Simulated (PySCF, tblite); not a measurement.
# C₃₄H₃₆B₂O₄: electronic excitations, NMR shifts, part 2 of 2

tblite 0.8.0 and PySCF 2.14.0. Atoms count from 0. Earlier steps stand in the parts before.

## 4. NMR shifts: GIAO KT3/pcSseg-1

Job settings and geometry (Å):

```
{"job": {"kind": "nmr", "xc": "KT3", "basis": "pcSseg-1", "pop": false}, "charge": 0, "multiplicity": 1}
C     -7.663933     1.897905     1.642767
C     -7.385416     0.834601     0.572765
C     -8.343341     1.044910    -0.597782
O     -6.044577     1.035556     0.125825
B     -5.235261     0.093619     0.699002
C     -3.666283     0.075578     0.700248
C     -3.049062    -0.645363     1.705957
C     -1.667460    -0.599998     1.884796
C     -0.878630     0.095497     1.005349
C     -1.437509     0.747786    -0.108793
C     -2.852444     0.801751    -0.208622
C     -3.439238     1.635901    -1.197198
C     -2.670974     2.470953    -1.936696
C     -1.254799     2.445582    -1.848658
C     -0.483871     3.417642    -2.527272
C      0.863321     3.462223    -2.356517
C      1.531390     2.407302    -1.693137
C      2.944687     2.423357    -1.557135
C      3.614616     1.373236    -1.024079
C      2.936591     0.156949    -0.740723
C      3.660655    -1.016989    -0.404156
B      5.203777    -1.065140    -0.127469
O      6.052049    -0.006947     0.057136
C      7.312247    -0.496665     0.518796
C      8.441031     0.283491    -0.150683
C      7.362927    -0.247810     2.031449
C      7.251460    -2.022501     0.153810
C      7.821244    -2.961894     1.214570
C      7.902669    -2.338409    -1.198527
O      5.853175    -2.261530     0.009509
C      2.969063    -2.211179    -0.311925
C      1.602088    -2.281433    -0.574726
C      0.891492    -1.141687    -0.849189
C      1.525320     0.113692    -0.878250
C      0.797148     1.321154    -1.176875
C     -0.622672     1.466513    -1.056283
O     -5.958354    -0.847773     1.378432
C     -7.349527    -0.624704     1.154892
C     -8.111258    -0.808923     2.465974
C     -7.826514    -1.682478     0.151307
H     -6.974858     1.787628     2.476159
H     -7.503804     2.880437     1.204798
H     -8.686827     1.831929     2.000736
H     -8.066002     0.430664    -1.448492
H     -9.361686     0.812152    -0.298631
H     -8.297131     2.086819    -0.905707
H     -3.662050    -1.215673     2.387201
H     -1.217186    -1.105473     2.727067
H      0.183801     0.160608     1.180937
H     -4.512279     1.640898    -1.287015
H     -3.123395     3.175876    -2.619597
H     -0.995212     4.159166    -3.124506
H      1.452392     4.267313    -2.772084
H      3.472853     3.310792    -1.876709
H      4.680163     1.408030    -0.870489
H      8.399911     1.318460     0.180461
H      9.403046    -0.136754     0.130376
H      8.341320     0.271073    -1.231063
H      7.241508     0.817698     2.211559
H      8.312526    -0.568955     2.448486
H      6.548002    -0.768351     2.528241
H      8.863467    -2.723952     1.409266
H      7.757103    -3.984062     0.850267
H      7.256108    -2.897586     2.138705
H      8.982200    -2.234675    -1.145926
H      7.507362    -1.684563    -1.972002
H      7.657499    -3.362802    -1.469109
H      3.516703    -3.107107    -0.063025
H      1.102411    -3.239092    -0.564141
H     -0.162980    -1.208360    -1.069476
H     -9.155673    -0.539767     2.333219
H     -8.052677    -1.852048     2.766586
H     -7.678785    -0.206907     3.258466
H     -7.284182    -1.590072    -0.786324
H     -7.619909    -2.668517     0.561790
H     -8.893516    -1.590448    -0.030527
```

Method: GIAO KT3/pcSseg-1 NMR shielding, non-relativistic, gas phase.

The program printed:

```text
start: PBE on a coarse grid of 61173 points
cycle   1  E = -1664.8679238154  dE =  6.037e+00  |g| = 1.670e+00  |ddm| = 9.354e+00
cycle   2  E = -1663.8052072116  dE =  1.063e+00  |g| = 2.822e+00  |ddm| = 5.103e+00
cycle   3  E = -1665.4237468649  dE = -1.619e+00  |g| = 5.289e-01  |ddm| = 3.803e+00
cycle   4  E = -1665.4771840100  dE = -5.344e-02  |g| = 1.974e-01  |ddm| = 8.218e-01
cycle   5  E = -1665.4815973386  dE = -4.413e-03  |g| = 1.558e-01  |ddm| = 4.438e-01
cycle   6  E = -1665.4883901568  dE = -6.793e-03  |g| = 2.311e-02  |ddm| = 2.033e-01
cycle   7  E = -1665.4884991064  dE = -1.089e-04  |g| = 9.027e-03  |ddm| = 3.786e-02
final grid: 557249 points
cycle   8  E = -1694.6681245460  dE = -8.691e-02  |g| = 2.433e-01  |ddm| = 1.740e+00
cycle   9  E = -1694.6363427079  dE =  3.178e-02  |g| = 4.805e-01  |ddm| = 6.690e-01
cycle  10  E = -1694.6784569777  dE = -4.211e-02  |g| = 1.988e-02  |ddm| = 4.716e-01
cycle  11  E = -1694.6785160906  dE = -5.911e-05  |g| = 1.306e-02  |ddm| = 4.422e-02
cycle  12  E = -1694.6785542185  dE = -3.813e-05  |g| = 5.304e-03  |ddm| = 2.197e-02
cycle  13  E = -1694.6785645632  dE = -1.034e-05  |g| = 1.271e-03  |ddm| = 9.088e-03
cycle  14  E = -1694.6785657721  dE = -1.209e-06  |g| = 5.833e-04  |ddm| = 2.407e-03
cycle  15  E = -1694.6785665799  dE = -8.078e-07  |g| = 2.909e-04  |ddm| = 1.078e-03
cycle  16  E = -1694.6785656799  dE =  9.000e-07  |g| = 9.089e-05  |ddm| = 5.111e-04
converged SCF energy = -1694.6785656799

GIAO shielding tensors (ppm)
atom      isotropic    diamagn.    paramagn.     s11        s22        s33       span
  0 C      156.177     247.278     -91.101    142.305    147.807    178.420     36.115
  1 C       98.317     236.565    -138.248     69.953     85.867    139.132     69.179
  2 C      158.538     244.568     -86.030    145.079    149.749    180.786     35.707
  3 O      145.875     413.623    -267.748     67.315    181.106    189.204    121.889
  4 B       74.142     206.380    -132.239     64.305     78.043     80.077     15.772
  5 C       63.932     255.929    -191.997    -13.763     31.036    174.523    188.286
  6 C       55.496     265.644    -210.147    -46.860     44.827    168.522    215.382
  7 C       67.448     261.578    -194.130    -28.650     60.543    170.451    199.101
  8 C       57.742     262.500    -204.758    -32.167     37.407    167.986    200.154
  9 C       62.429     266.978    -204.549     -8.050     13.620    181.717    189.767
 10 C       56.530     259.087    -202.558     -8.386     -4.728    182.703    191.089
 11 C       61.449     254.638    -193.189    -27.088     49.376    162.060    189.148
 12 C       64.607     252.184    -187.577    -24.072     65.545    152.347    176.419
 13 C       61.286     260.303    -199.017     -5.359      5.484    183.733    189.092
 14 C       63.677     250.085    -186.408    -23.906     62.499    152.437    176.342
 15 C       63.958     250.083    -186.125    -23.617     62.712    152.777    176.394
 16 C       61.327     260.466    -199.139     -5.608      6.000    183.589    189.197
 17 C       64.686     252.035    -187.348    -23.551     65.398    152.212    175.763
 18 C       61.771     254.659    -192.888    -26.775     50.340    161.748    188.523
 19 C       55.987     258.895    -202.908     -8.761     -5.163    181.885    190.647
 20 C       64.897     254.649    -189.752    -12.902     31.661    175.932    188.834
 21 B       74.369     206.030    -131.662     66.245     77.842     79.019     12.774
 22 O      149.184     414.752    -265.569     68.790    187.043    191.719    122.929
 23 C       98.121     237.409    -139.288     69.765     85.498    139.100     69.335
 24 C      158.820     244.240     -85.420    145.177    150.125    181.158     35.981
 25 C      156.131     249.933     -93.802    142.178    147.833    178.382     36.204
 26 C      100.533     238.874    -138.341     75.994     87.156    138.450     62.456
 27 C      159.039     244.552     -85.512    145.105    150.871    181.142     36.036
 28 C      156.323     245.887     -89.564    142.781    147.506    178.683     35.902
 29 O      148.826     408.334    -259.508     59.559    186.942    199.976    140.417
 30 C       54.734     264.786    -210.051    -47.766     43.496    168.474    216.240
 31 C       67.416     261.053    -193.637    -28.414     60.248    170.415    198.828
 32 C       57.333     260.028    -202.695    -33.017     38.121    166.893    199.910
 33 C       61.868     266.400    -204.532     -8.633     12.750    181.486    190.118
 34 C       64.896     254.744    -189.848      1.104     15.752    177.831    176.728
 35 C       65.245     254.335    -189.090      2.224     15.848    177.664    175.440
 36 O      149.262     410.383    -261.120     61.356    185.727    200.704    139.348
 37 C      100.308     238.531    -138.223     75.412     86.725    138.787     63.375
 38 C      158.776     243.834     -85.058    144.723    150.580    181.025     36.302
 39 C      156.156     248.063     -91.907    142.932    147.100    178.436     35.504
 40 H       30.130      34.822      -4.692     27.114     29.253     34.023      6.909
 41 H       30.340      31.731      -1.391     26.938     28.718     35.366      8.428
 42 H       30.581      26.679       3.901     26.356     28.710     36.676     10.320
 43 H       29.850      31.637      -1.787     26.326     29.099     34.125      7.798
 44 H       30.499      25.236       5.262     26.403     28.574     36.520     10.117
 45 H       30.041      28.507       1.534     26.552     27.944     35.627      9.075
 46 H       23.629      39.400     -15.771     17.445     23.294     30.147     12.702
 47 H       24.526      39.980     -15.454     19.076     25.333     29.167     10.091
 48 H       23.034      42.895     -19.862     14.872     22.360     31.870     16.998
 49 H       22.450      41.719     -19.270     13.656     22.421     31.271     17.614
 50 H       23.866      36.523     -12.657     17.651     25.086     28.861     11.210
 51 H       23.919      34.958     -11.039     17.970     25.508     28.279     10.308
 52 H       23.946      34.931     -10.985     17.957     25.568     28.313     10.355
 53 H       23.911      36.478     -12.566     17.620     25.214     28.899     11.278
 54 H       22.435      41.492     -19.057     13.348     22.398     31.559     18.211
 55 H       30.041      28.935       1.106     26.588     28.003     35.531      8.943
 56 H       30.504      25.011       5.493     26.436     28.537     36.540     10.104
 57 H       29.865      30.435      -0.570     26.248     28.874     34.473      8.225
 58 H       30.263      34.834      -4.571     27.243     28.570     34.976      7.733
 59 H       30.530      29.648       0.882     26.524     28.555     36.510      9.986
 60 H       30.012      37.481      -7.469     27.015     28.874     34.146      7.131
 61 H       30.558      25.476       5.082     26.554     28.590     36.530      9.975
 62 H       30.153      27.514       2.640     26.681     27.880     35.899      9.218
 63 H       29.996      31.748      -1.752     26.051     29.202     34.736      8.685
 64 H       30.573      24.855       5.718     26.550     28.534     36.636     10.086
 65 H       30.043      33.383      -3.340     26.525     29.557     34.046      7.522
 66 H       30.341      29.486       0.855     27.093     28.371     35.559      8.466
 67 H       23.508      38.918     -15.410     17.265     23.186     30.074     12.809
 68 H       24.505      39.058     -14.553     19.243     25.371     28.902      9.659
 69 H       23.066      41.626     -18.560     15.363     22.290     31.545     16.182
 70 H       30.570      24.937       5.633     26.480     28.671     36.559     10.079
 71 H       30.167      27.734       2.432     26.593     27.997     35.910      9.316
 72 H       30.031      30.561      -0.531     26.178     29.251     34.663      8.485
 73 H       29.980      35.807      -5.827     26.624     29.477     33.840      7.216
 74 H       30.261      32.241      -1.980     27.110     28.126     35.547      8.437
 75 H       30.517      27.394       3.124     26.443     28.699     36.409      9.966
```

Run time: 60 s. Hardware: 4 threads of Arm Neoverse V2, shared host; peak memory 2.3 GiB.

The references, computed at this level on geometries of the same kind, shield at (ppm): 1H TMS 31.76, 13C TMS 184.7, 17O H2O 330.8, 11B BF3·OEt2 100.0. Their shielding less the atom's gives the shift. The references are single molecules in the gas phase, so shifts against H2O, NH3, PH3, H3PO4 or CFCl3 are not on the usual liquid scales and can be off by tens of ppm. Atoms listed in one row are averaged.

```
                              atoms                                   environment  σ (ppm)  δ (ppm)
                            C6, C30                                   aromatic CH     55.1    129.6
                           C10, C19                   ring-fusion aromatic carbon     56.3    128.5
                            C8, C32                                   aromatic CH     57.5    127.2
                           C13, C16                   ring-fusion aromatic carbon     61.3    123.4
                           C11, C18                                   aromatic CH     61.6    123.1
                            C9, C33                   ring-fusion aromatic carbon     62.1    122.6
                           C14, C15                                   aromatic CH     63.8    120.9
                            C5, C20                   substituted aromatic carbon     64.4    120.3
                           C12, C17                                   aromatic CH     64.6    120.1
                           C34, C35                   ring-fusion aromatic carbon     65.1    119.7
                            C7, C31                                   aromatic CH     67.4    117.3
                  C1, C23, C26, C37      fully substituted sp3 carbon bonded to O     99.3     85.4
   C0, C2, C24, C25, C27 and 3 more                                 methyl carbon    157.5     27.2
                           H49, H54                    hydrogen on an aromatic CH    22.44     9.32
                           H48, H69                    hydrogen on an aromatic CH    23.05     8.71
                           H46, H67                    hydrogen on an aromatic CH    23.57     8.19
                           H50, H53                    hydrogen on an aromatic CH    23.89     7.87
                           H51, H52                    hydrogen on an aromatic CH    23.93     7.83
                           H47, H68                    hydrogen on an aromatic CH    24.52     7.24
H40, H41, H42, H43, H44 and 19 more                   hydrogen on a methyl carbon    30.24     1.52
                  O3, O22, O29, O36   oxygen bonded to C, B, in a 5-membered ring    148.3    182.5
                            B4, B21  boron bonded to C, 2 O, in a 5-membered ring     74.3     25.7
```

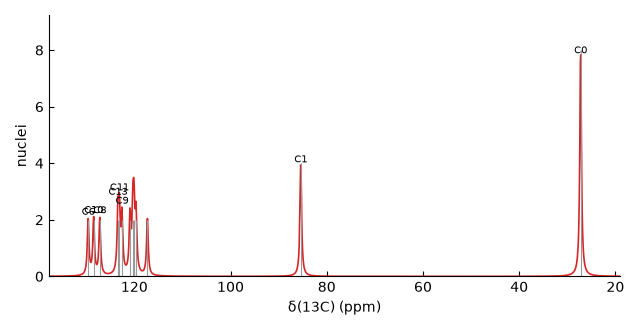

13C lines at the computed shifts, without couplings. Lines are broadened to a width of 0.41 ppm (Lorentzian).

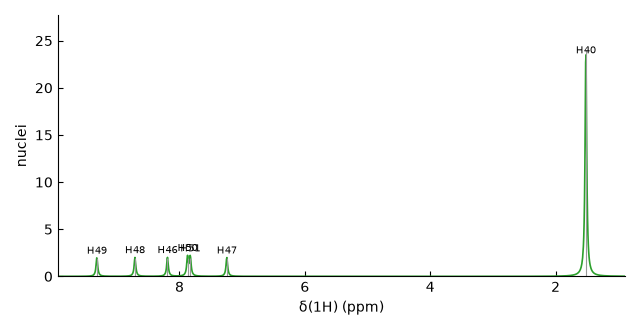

1H lines at the computed shifts, without couplings. Lines are broadened to a width of 0.03 ppm (Lorentzian).

Ring of atoms C1, O3, B4, O36, C37: NICS(0) -5.0, NICS(1) -1.8, NICS(1)zz -0.9 ppm (means of both faces).

Ring of atoms C5, C6, C7, C8, C9, C10: NICS(0) -7.5, NICS(1) -10.2, NICS(1)zz -24.2 ppm (means of both faces; NICS(1) differs between them: -11.5 and -8.8).

The two faces differ (NICS(1)zz -26.7 and -21.7 ppm).

Ring of atoms C9, C10, C11, C12, C13, C35: NICS(0) -6.5, NICS(1) -9.5, NICS(1)zz -21.7 ppm (means of both faces; NICS(1) differs between them: -10.5 and -8.4).

## 5. What came out

What follows sums up all 2 parts.

```
                                                                   quantity                                                                                        value
                                               lowest singlet (PBE0/6-31G*)                                                                  3.49 eV (355 nm), f = 0.000
                                   brightest single state of those computed                                                                  state 3, 3.94 eV, f = 0.303
                                                             lowest triplet                                                                                      2.69 eV
     13C shifts against TMS (KT3/pcSseg-1, means over atoms taken as alike)  129.6, 128.5, 127.2, 123.4, 123.1, 122.6, 120.9, 120.3, 120.1, 119.7, 117.3, 85.4, 27.2 ppm
      1H shifts against TMS (KT3/pcSseg-1, means over atoms taken as alike)                                                 9.32, 8.71, 8.19, 7.87, 7.83, 7.24, 1.52 ppm
     17O shifts against H2O (KT3/pcSseg-1, means over atoms taken as alike)                                                                                    182.5 ppm
11B shifts against BF3·OEt2 (KT3/pcSseg-1, means over atoms taken as alike)                                                                                     25.7 ppm
```

The lowest singlet, at 3.49 eV, is HOMO→LUMO 0.57, HOMO−1→LUMO+1 0.37 and is dark; of the 6 states computed, the strongest absorption comes from state 3 at 3.94 eV. The lowest triplet lies 0.80 eV below the lowest singlet. At KT3/pcSseg-1: The largest span, 216 ppm, is at C6, C30, where the paramagnetic term is -210 ppm. NICS(1)zz of -24 ppm above the planar ring from C5 marks a diatropic (aromatic) ring current.
